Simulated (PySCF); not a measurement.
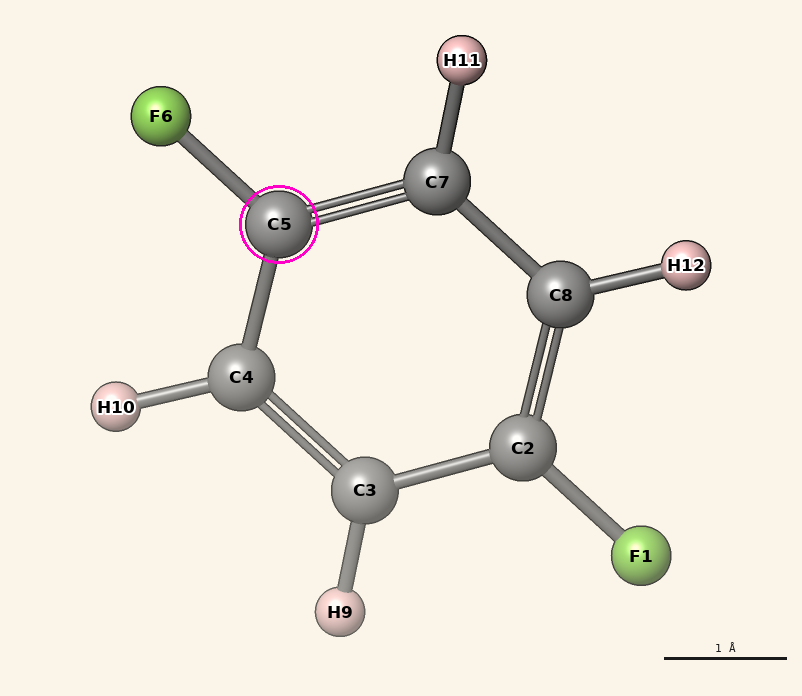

Orthographic view. Depth is shown by fading: the farther an atom, the more it takes the colour of the background. The geometry was computed by an optimisation with PBE0-D3(BJ)/def2-SVP. No frequency run is at hand to confirm it as a minimum.

Q: Which atoms are bonded to the circled atom?

A: The circled atom is C5; it is bonded to C4, F6, C7.

Q: Which two atoms are farthest apart in space?

A: F1 and F6, 5.42 Å.

Q: What is the shortest path along bonds from the circled atom to H9?

A: C5–C4–C3–H9, 3 bonds; through space the two are 3.40 Å apart.
